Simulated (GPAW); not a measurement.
Two runs for the C K edge of atom 5 in Fe2C (Pnnm). Run A: GPAW, LDA, excited-electron core hole (neutral cell), 12-atom cell with 5.1 Å between holes, 5×5×5 k points, dipole transitions, Gaussian full width 0.9 eV up to 4 eV, rising linearly to 3.5 eV at 25 eV. Run B has a fault in its input.

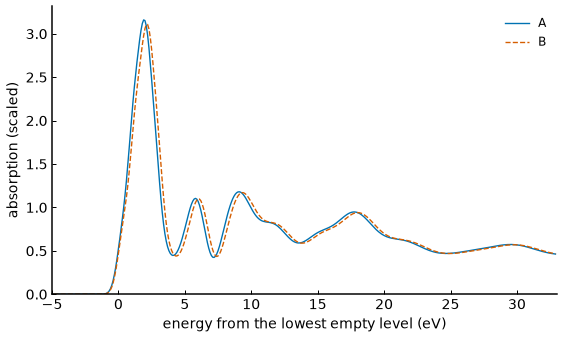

Energy from the lowest empty level; intensity scaled to a mean of 1 over the first 20 eV.

Question: What went wrong in run B?

The field is made at the zone centre alone. The scaled spectrum changes by 12 % r.m.s. The highest intensity below 16 eV goes from 1.9 eV (3.16) to 2.1 eV (3.11). Other settings could leave a like mark; this is the one that was changed.

[Hosts, paths, dates, database ids (printed as entryN), source tags and the programs' standing remarks are cut or masked in the printed files.]

[Lists of maxima count a maximum above −3 eV only where it reaches 4 % of the highest in the window and stands out from its surroundings by 2 % of it (1.5 % where it reaches 55 %); shoulders and weaker maxima are passed over, and of the rest the first, up to two pre-edge ones and the few strongest are named.]
